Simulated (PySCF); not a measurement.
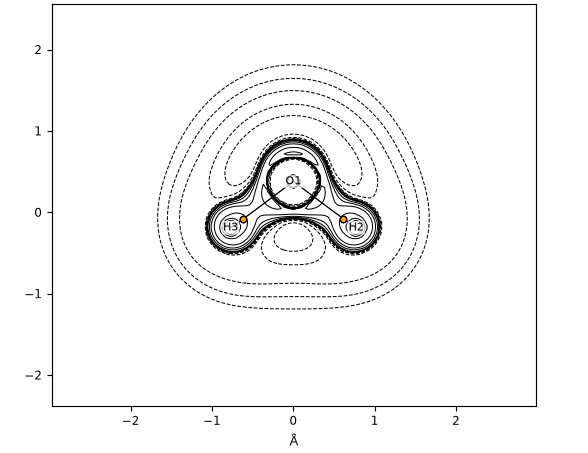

Figure. H2O, SMILES `O`. Negative Laplacian of the density (−∇²ρ) in the molecular plane (solid lines positive, dashed lines negative, contours at ±0.02 to ±8 a.u.), with bond paths and bond critical points (dots).

Level of theory: PBE/def2-TZVP (PySCF), at a geometry from GFN2-xTB. No frequency check shows the geometry to be a minimum.

Cartesian coordinates (Å):

```
O1       0.0000    0.1138    0.0000
H2       0.7722   -0.4552    0.0000
H3      -0.7722   -0.4552    0.0000
```

Q: Sort the bonds in the plane by the sign of ∇²ρ at their critical points.

A: Concentrated (∇²ρ < 0): O1–H3 and O1–H2 (−2.42 a.u.). At none is it depleted.

Q: Where along O1–H3 does the critical point lie?

A: 0.77 Å from O1 and 0.19 Å from H3.

The PySCF run took 1.1 s on 1 thread of AMD EPYC 9R45 96-Core Processor (Zen 5) (shared host), peak memory 0.17 GiB.
